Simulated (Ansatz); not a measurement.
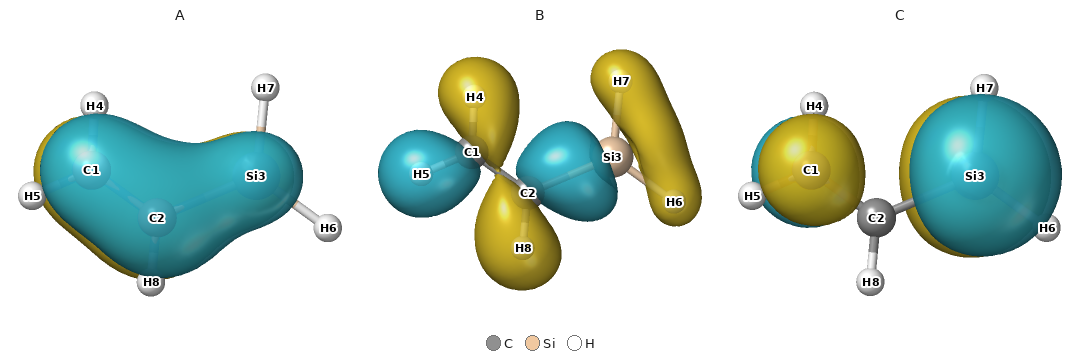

*C2H5Si (charge +1). Three frontier orbitals at ±0.1 Å⁻³ᐟ² (yellow and cyan are the two phases), in no order.*

Method: Ansatz, RKS PBE-D4/6-31G.

```yaml
atoms:
  - { symbol: C, position_ang: [-0.4989, 0.6840, -1.2484] }
  - { symbol: C, position_ang: [0.2294, 0.9216, -0.1098] }
  - { symbol: Si, position_ang: [0.7806, -0.4504, 0.9708] }
  - { symbol: H, position_ang: [-0.7869, -0.3220, -1.5766] }
  - { symbol: H, position_ang: [-0.8300, 1.5115, -1.8867] }
  - { symbol: H, position_ang: [1.5569, -0.1881, 2.2263] }
  - { symbol: H, position_ang: [0.4371, -1.8588, 0.5800] }
  - { symbol: H, position_ang: [0.4910, 1.9465, 0.1764] }
```

### Order the three orbitals by energy and name them.

B is the HOMO−1 (−14.03 eV). By Hirshfeld shares it lies mainly on C2 (about 25 %), Si3 (about 20 %), C1 (about 20 %), H5 (about 10 %), H8 (about 10 %) and H4 (about 10 %); it is symmetric in the molecular plane (an in-plane orbital: σ, lone-pair or in-plane π type). A is the HOMO (−13.25 eV). By Hirshfeld shares it lies mainly on C2 (about 45 %), C1 (about 35 %) and Si3 (about 15 %); it changes sign across the molecular plane (π type); π-bonding across C1–C2 and C2–Si3. C is the LUMO (−9.95 eV). It lies mainly on Si3 (about 60 %) and C1 (about 20 %); it changes sign across the molecular plane (π type).

### What is the HOMO–LUMO gap?

3.30 eV between the orbital energies.
